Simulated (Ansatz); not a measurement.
Input file:

```
crystal:
  periodic: [false, false, false]
  atoms:
    - {symbol: N, position_ang: [-0.734070, 0.872081, 1.039555]}
    - {symbol: Al, position_ang: [0.355096, -0.038340, 0.008942]}
    - {symbol: F, position_ang: [1.973653, 0.033174, 0.313266]}
    - {symbol: Te, position_ang: [-0.469086, -1.446704, -1.910082]}
    - {symbol: H, position_ang: [-0.434458, 1.438300, 1.816689]}
    - {symbol: H, position_ang: [-1.734790, 0.906511, 0.940514]}
    - {symbol: H, position_ang: [1.104954, -1.832923, -2.254484]}
basis:
  gaussian: {orbitals: def2-TZVPP}
hamiltonian: {xc: {name: r2SCANh}, dispersion: d4}
output: {orbitals: {seedname: orbitals}}
```

Command:
```bash
ansatz run in.yaml --threads 2 --pin off --events-out ev --progress --plain --max-ram 4352MiB
```

Kohn-Sham orbital energies near the frontier, r2SCANh/def2-TZVPP, the Ansatz code, at a PBE0-D4/def2-TZVP geometry (a minimum by its frequencies), isolated molecule; empty levels in grey, levels within 0.03 eV side by side.

Where do the frontier orbitals lie?

HOMO at −6.36 eV, LUMO at −0.99 eV, 5.37 eV apart.

How far below the HOMO does the next level lie?

1.01 eV.

List the levels.

| orbital | energy (eV) |
| --- | --- |
| LUMO+3 | 1.13 |
| LUMO+2 | −0.15 |
| LUMO+1 | −0.59 |
| LUMO | −0.99 |
| HOMO | −6.36 |
| HOMO−1 | −7.36 |
| HOMO−2 | −7.97 |
| HOMO−3 | −9.76 |
| HOMO−4 | −10.58 |
| HOMO−5 | −10.73 |
| HOMO−6 | −11.20 |

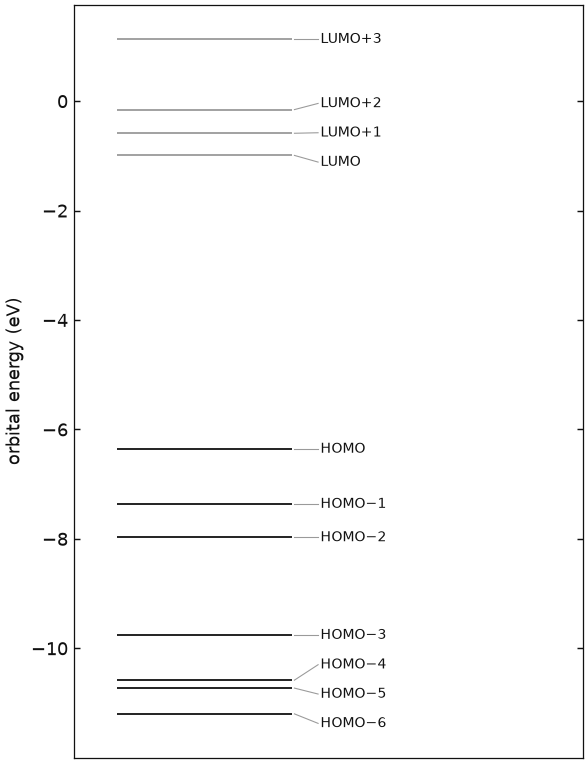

Known limits of this run: core potentials past krypton; spin-orbit coupling is left out, and with Te it can shift these levels and split any degenerate set; empty levels above zero depend strongly on the basis.
